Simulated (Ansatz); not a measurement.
# C2H3BFNO (SMILES FC/N=C1/BO1) at HF/pc-1 (sfX2C)

Aim: the energy change on altering one bond length of C2H3BFNO at HF/pc-1 (sfX2C), from 2 runs. 

The results are computed with Ansatz 0.2.0.

4 further runs of the same task are left out: 4 set aside as unsound or not needed.

### Step 1. Starting point

The species is C2H3BFNO (9 atoms), meant as a singlet with charge 0. As SMILES, `FC/N=C1/BO1`. The coordinates come from a PBE0-D4/def2-TZVP relaxation. This is one conformer, not always the lowest.

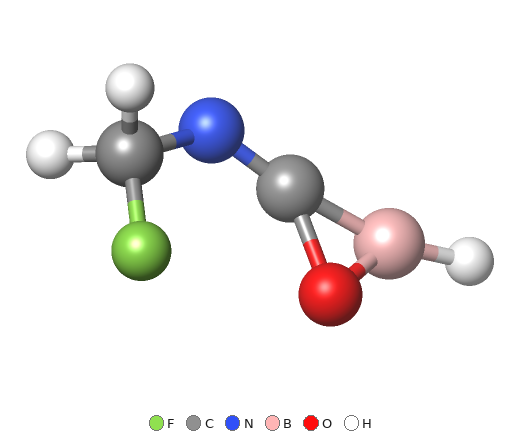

The structure, seen from a chosen angle (fluorine green, carbon grey, nitrogen blue, boron pink, oxygen red, hydrogen white).

### Step 2. Energy and forces at HF/pc-1 (sfX2C)

Input file in.yaml:

```yaml
crystal:
  periodic: [false, false, false]
  atoms:
    - {symbol: F, position_ang: [-1.102800, -1.536400, 0.320600]}
    - {symbol: C, position_ang: [-0.238200, -0.969900, 1.230600]}
    - {symbol: N, position_ang: [0.477900, 0.155300, 0.761300]}
    - {symbol: C, position_ang: [0.400200, 0.663100, -0.359900]}
    - {symbol: B, position_ang: [0.473400, 1.428900, -1.618300]}
    - {symbol: O, position_ang: [-0.371300, 0.372100, -1.569400]}
    - {symbol: H, position_ang: [-0.825100, -0.665900, 2.103100]}
    - {symbol: H, position_ang: [0.482600, -1.738000, 1.528000]}
    - {symbol: H, position_ang: [0.791900, 2.244500, -2.413000]}
basis:
  gaussian: {orbitals: pc-1.json}
hamiltonian: {xc: hf, pseudopotentials: {relativity: scalar}}
output: {forces: true, orbitals: {seedname: orbitals}}
```

The basis set pc-1 is read from a file made from the Basis Set Exchange's data (not shown).

Launch:

```
$ ansatz run in.yaml --threads 1 --pin off --max-ram 2610MiB --events-out events.jsonl --progress --plain --runs-dir runs
```

Output:

```text
Warning: RAYON_NUM_THREADS=1 ignored (pool sized by the plan → 1); use --threads N
Functional definition: HF
  name "HF"
  exchange = exact_x
  correlation = 0
1033 factors; integrals over basis functions are off by at most 1.1e-3 eV
mean field evaluation 1: about -9002.3485 eV, gradient 3.9e1 eV
mean field evaluation 2: about -9002.5483 eV, gradient 3.9e1 eV
mean field evaluation 4: about -9006.1381 eV, gradient 5.2e0 eV
mean field evaluation 8: about -9006.2283 eV, gradient 5.3e-1 eV
mean field -9006.23021823 eV, -330.9728558780 hartree, gradient 2.5e-5 eV, S^2 0.000000; 0 other end points of the search recorded, 0 dependent functions left out
the calculation of the forces begins
reference -9006.23021823 eV, -330.9728558780 hartree; 22, 22 occupied and 77, 77 virtual orbitals, 1033 factors
Total energy: -9006.23021823 eV, -330.9728558780 hartree
Relativity: scalar
Atom 0 at    -1.102800    -1.536400     0.320600 Å, force     0.448909     0.345563     0.376847 eV/Å
Atom 1 at    -0.238200    -0.969900     1.230600 Å, force    -0.260270    -0.547330     0.431978 eV/Å
Atom 2 at     0.477900     0.155300     0.761300 Å, force    -0.107747     0.497441    -1.168007 eV/Å
Atom 3 at     0.400200     0.663100    -0.359900 Å, force    -0.590704    -0.845035     0.231663 eV/Å
Atom 4 at     0.473400     1.428900    -1.618300 Å, force    -0.589288    -0.447383    -0.508012 eV/Å
Atom 5 at    -0.371300     0.372100    -1.569400 Å, force     1.260974     0.957302     1.082330 eV/Å
Atom 6 at    -0.825100    -0.665900     2.103100 Å, force     0.192828    -0.140197    -0.451745 eV/Å
Atom 7 at     0.482600    -1.738000     1.528000 Å, force    -0.348713     0.303373    -0.212414 eV/Å
Atom 8 at     0.791900     2.244500    -2.413000 Å, force    -0.005989    -0.123733     0.217360 eV/Å
Dipole moment:     0.280236     0.315099     0.050640 e Å
```

Run time: 1.7 s. Hardware: 1 thread of Arm Neoverse V2, shared host; peak memory 0.17 GiB.

### Step 3. The distorted shape at the same level

Input file in.yaml:

```yaml
crystal:
  periodic: [false, false, false]
  atoms:
    - {symbol: F, position_ang: [-1.134651, -1.617962, 0.400072]}
    - {symbol: C, position_ang: [-0.270051, -1.051462, 1.310072]}
    - {symbol: N, position_ang: [0.446049, 0.073738, 0.840772]}
    - {symbol: C, position_ang: [0.368349, 0.581538, -0.280428]}
    - {symbol: B, position_ang: [0.441549, 1.347338, -1.538828]}
    - {symbol: O, position_ang: [-0.403151, 0.290538, -1.489928]}
    - {symbol: H, position_ang: [-0.856951, -0.747462, 2.182572]}
    - {symbol: H, position_ang: [0.450749, -1.819562, 1.607472]}
    - {symbol: H, position_ang: [0.791900, 2.244500, -2.413000]}
basis:
  gaussian: {orbitals: pc-1.json}
hamiltonian: {xc: hf, pseudopotentials: {relativity: scalar}}
output: {forces: true, orbitals: {seedname: orbitals}}
```

The basis set pc-1 is read from a file made from the Basis Set Exchange's data (not shown).

Launch:

```
$ ansatz run in.yaml --threads 1 --pin off --max-ram 2610MiB --events-out events.jsonl --progress --plain --runs-dir runs
```

Output:

```text
Warning: RAYON_NUM_THREADS=1 ignored (pool sized by the plan → 1); use --threads N
[... 4 set-up lines as earlier in the session ...]
1032 factors; integrals over basis functions are off by at most 1.2e-3 eV
mean field evaluation 1: about -9002.1087 eV, gradient 3.9e1 eV
mean field evaluation 2: about -9002.3081 eV, gradient 4.0e1 eV
mean field evaluation 4: about -9005.9479 eV, gradient 5.2e0 eV
mean field evaluation 8: about -9006.0403 eV, gradient 5.4e-1 eV
mean field -9006.04220764 eV, -330.9659466161 hartree, gradient 2.7e-5 eV, S^2 0.000000; 0 other end points of the search recorded, 0 dependent functions left out
the calculation of the forces begins
reference -9006.04220764 eV, -330.9659466161 hartree; 22, 22 occupied and 77, 77 virtual orbitals, 1032 factors
Total energy: -9006.04220764 eV, -330.9659466161 hartree
Relativity: scalar
Atom 0 at    -1.134651    -1.617962     0.400072 Å, force     0.455115     0.352646     0.377761 eV/Å
Atom 1 at    -0.270051    -1.051462     1.310072 Å, force    -0.267875    -0.561194     0.440517 eV/Å
Atom 2 at     0.446049     0.073738     0.840772 Å, force    -0.108936     0.525521    -1.222956 eV/Å
Atom 3 at     0.368349     0.581538    -0.280428 Å, force    -0.558605    -0.849283     0.312410 eV/Å
Atom 4 at     0.441549     1.347338    -1.538828 Å, force     0.010416     1.151251    -2.121389 eV/Å
Atom 5 at    -0.403151     0.290538    -1.489928 Å, force     1.304877     1.047604     1.013965 eV/Å
Atom 6 at    -0.856951    -0.747462     2.182572 Å, force     0.194650    -0.138344    -0.453204 eV/Å
Atom 7 at     0.450749    -1.819562     1.607472 Å, force    -0.347905     0.306055    -0.213428 eV/Å
Atom 8 at     0.791900     2.244500    -2.413000 Å, force    -0.681738    -1.834255     1.866323 eV/Å
Dipole moment:     0.271704     0.293985     0.070556 e Å
```

Wall time 1.7 s (1 thread of Arm Neoverse V2, shared host); peak memory 0.17 GiB.

### Step 4. What came out

At HF/pc-1 (sfX2C):

```
                                                         quantity          value
                                        first shape: total energy  -330.97286 Eh
                                       first shape: dipole moment         2.04 D
                                         first shape: HOMO energy      -11.37 eV
                                         first shape: LUMO energy        2.02 eV
                                       first shape: HOMO–LUMO gap       13.39 eV
                            first shape: largest force on an atom     1.918 eV/Å
                                    distorted shape: total energy  -330.96595 Eh
                                   distorted shape: dipole moment         1.95 D
                                     distorted shape: HOMO energy      -11.38 eV
                                     distorted shape: LUMO energy        1.99 eV
                                   distorted shape: HOMO–LUMO gap       13.37 eV
                        distorted shape: largest force on an atom     2.704 eV/Å
energy change with the B5–H9 bond stretched from 1.182 to 1.301 Å       0.188 eV
```

What this shows: With the B5–H9 bond stretched from 1.182 to 1.301 Å the energy rises by 0.19 eV (4.3 kcal/mol). The first shape isn't relaxed at this level, so the change isn't measured from a minimum. The largest force (first shape) is 1.92 eV/Å: the shape isn't a stationary point for this species at this level.
